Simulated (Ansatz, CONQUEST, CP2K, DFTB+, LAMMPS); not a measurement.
**Other levels on aqueous Cs+ and SO4 2-, 1.9 mol of salt per kg of water at 330 K (94 atoms)**

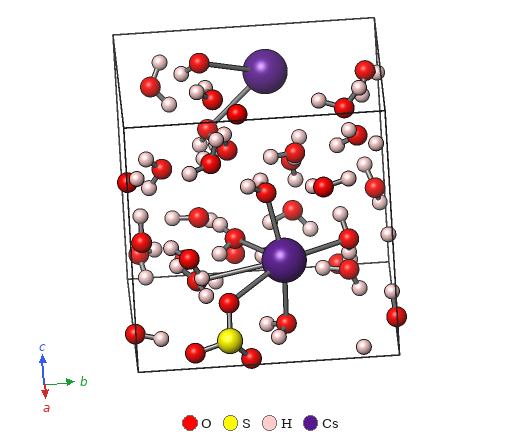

The cell (oxygen red, sulfur yellow, hydrogen pink, caesium purple). Bonds to atoms that aren't drawn are left out. Some periodic images of atoms are drawn too.

Density of this cell: 1.52 g/cm³. The cell holds 94 atoms: 33 O, 1 S, 58 H and 2 Cs. Its edges and angles: a = 9.892 Å, b = 9.892 Å, c = 9.892 Å, α = 90.0°, β = 90.0°, γ = 90.0°. 29 H2O, 2 Cs+, 1 SO4 2- placed at random, at 1.52 g/cm³; overlaps pushed apart, then 10 ps at 420 K with Joung-Cheatham ions (J. Phys. Chem. B 112, 9020 (2008)); MMFF94 bonds, angles, torsions, charges and radii (Halgren, J. Comput. Chem. 17, 490 (1996)) in harmonic and 12-6 forms; SPC/E water (Berendsen, Grigera and Straatsma, J. Phys. Chem. 91, 6269 (1987)). Snapshot after 20 ps at 330 K and fixed volume.

Geometry: as built.

The reference, a calculation:

| Property | Result |
| --- | --- |
| method | Kohn-Sham DFT, PBE, PAW, plane waves (Ansatz 0.2.0); cutoff 420 eV, Γ point, fermi-dirac smearing of 0.05 eV; PAW set soft_2 |
| r.m.s. force component | 0.7625 eV/Å |
| longest force | 6.942 eV/Å |
| pressure | 1.246 GPa |
| gap (highest filled to lowest empty level) | 4.313 eV |
| SCF cycles | 9 |
| time | 6.6 s on 4 threads of Intel Xeon 6975P-C (Granite Rapids), shared host |
| CPU time | 23 s |

Runs, in no order:
A. CP2K PBE, DZVP-MOLOPT-SR, 840/50 Ry, OT DIIS: Kohn-Sham DFT, PBE, GTH-PBE pseudopotentials, Gaussian and plane waves, DZVP-MOLOPT-SR-GTH, orbital transformation
B. DFTB+ GFN1-xTB: GFN1-xTB tight binding, diagonalisation
C. CONQUEST PBE, grid 120 Ha: Kohn-Sham DFT, PBE, norm-conserving pseudopotentials, pseudo-atomic orbitals (double zeta with polarisation), diagonalisation

**Question.** Rank the runs by how far their forces lie from the reference's, least first.

A, C, B.

```
                                            run  Δ force, r.m.s. (meV/Å)  share of r.m.s. force (%)  CPU time
A. CP2K PBE, DZVP-MOLOPT-SR, 840/50 Ry, OT DIIS                     69.7                       9.14    11 min
                   C. CONQUEST PBE, grid 120 Ha                      215                       28.2   6.5 min
                              B. DFTB+ GFN1-xTB                      433                       56.8     8.3 s
```

Periodic xTB results under one method name differ between programs and library versions (DFTB+ here holds tblite 0.3). With short bonds to hydrogen, sets of potentials differ among themselves by several per cent in forces even at converged cutoffs, so the reference isn't exact here either. The network of contacts between molecules at the start is that of the classical potential that made the cell, and needn't be the one that DFT or experiment would give. The electronic-structure runs sample only Γ, in a cell whose shortest periodic width is 10 Å.

[Logs are printed without paths, hosts, clocks, repeated set-up lines and the standing remarks that a program may print on its own settings, such as how far it seeks lower states.]

[Hosts, paths, dates, database ids (printed as entryN), source tags and the programs' standing remarks are cut or masked in the printed files.]

[The MMFF94 radii named for the starting cell were scaled by 0.96; in molecules described by MMFF94, hydrogen bound to N, O or S took a small fixed 12-6 site in their place.]
